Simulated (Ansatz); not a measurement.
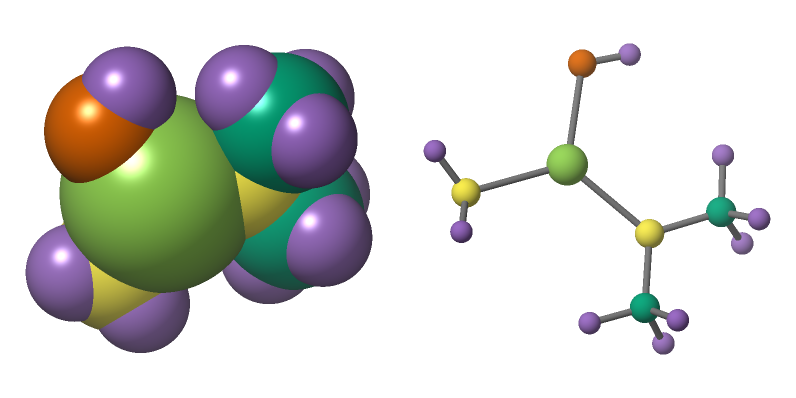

Two views of one molecule. Colours: carbon teal, nitrogen yellow, indium green, oxygen orange, hydrogen purple.

Describe the molecule.

It has 15 atoms: 2 carbon, 9 hydrogen, 1 indium, 2 nitrogen and 1 oxygen (C2H9InN2O). Its SMILES string is `C[N](C)[In]([NH2])[OH]`. Coordination: 2 C tetrahedral; 1 N trigonal planar; 1 In trigonal planar; 1 N trigonal pyramidal; 1 O bent.

More results for the same structure follow; atom numbers are the same in all pictures, views and colours differ. Computed geometry: PBE0-D4/def2-TZVP optimisation.

**Shape**

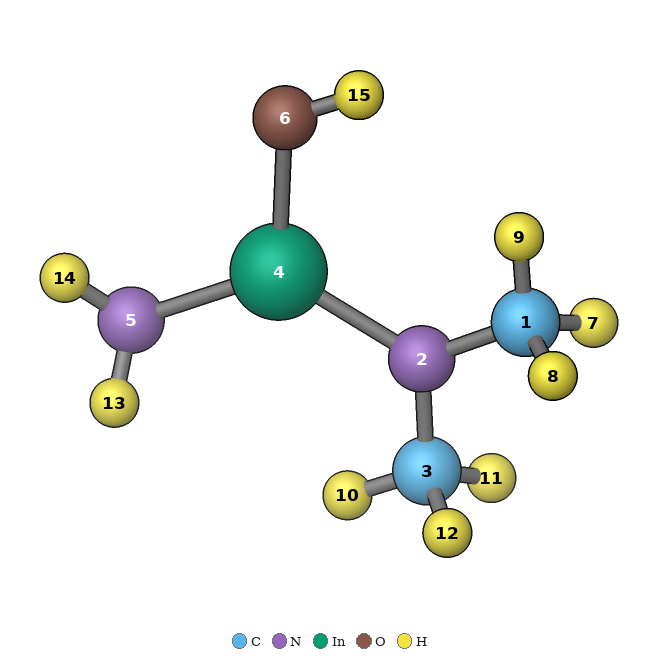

Which atoms are bonded, and how long are the bonds?

```csv
bond,length (Å)
C1–N2,1.437
C1–H7,1.101
C1–H8,1.102
C1–H9,1.093
N2–C3,1.438
N2–In4,2.010
C3–H10,1.093
C3–H11,1.101
C3–H12,1.102
In4–N5,2.017
In4–O6,1.988
N5–H13,1.011
N5–H14,1.011
O6–H15,0.959
```

**Vibrations**

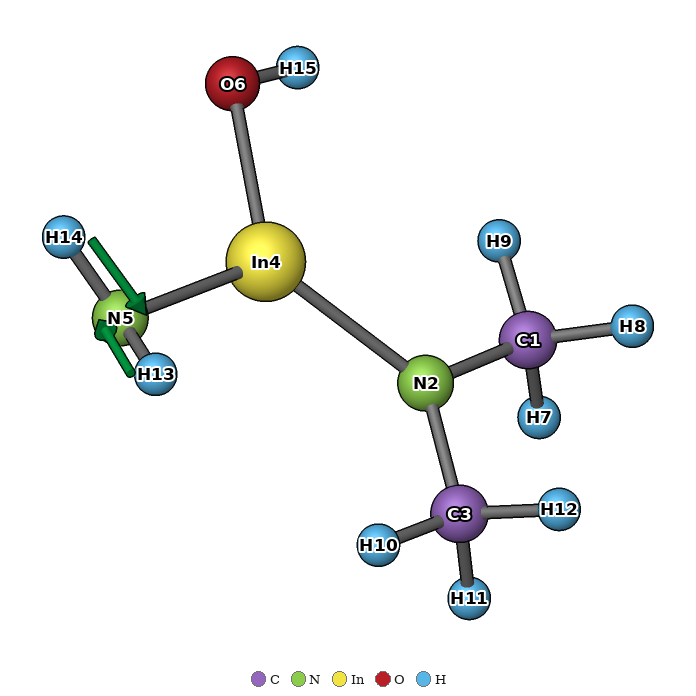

The arrows show one normal mode. Harmonic vibrations computed with RKS PBE0-D4/def2-TZVP, core potentials on In (Ansatz 0.2.0) at a stationary point of the same level.

What kind of motion is it?

Mostly in-phase stretching of 2 N–H bonds.

Estimate its harmonic wavenumber.

3557 cm⁻¹; it is mode 37 of 39 counted from the lowest.

**Electronic properties**

Level of theory: RKS ωB97M-V/def2-QZVPP, core potentials on In (Ansatz 0.2.0).

Estimate the HOMO–LUMO gap.

8.73 eV.

What is the HOMO energy (Kohn–Sham orbital)?

−8.37 eV.

**Dipole moment**

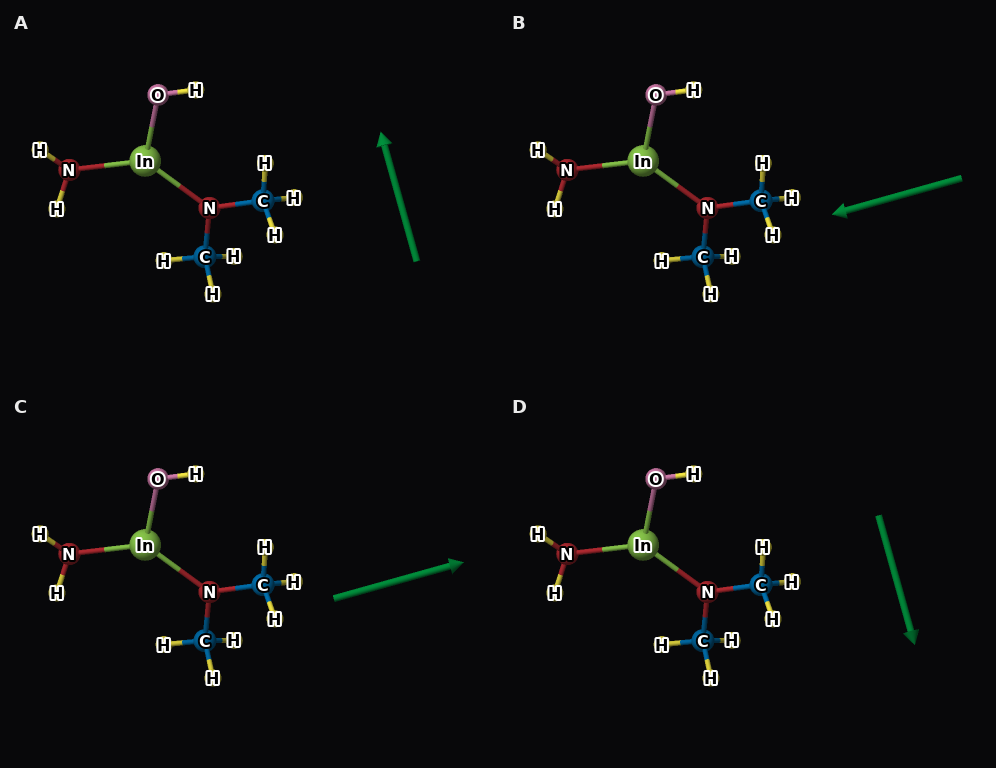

The same molecule four times, each with an arrow. Properties computed with RKS PBE0-D4/def2-TZVP, core potentials on In (Ansatz 0.2.0).

Which arrow points along the dipole moment, from the negative to the positive end?

D. The dipole moment is 2.10 D.
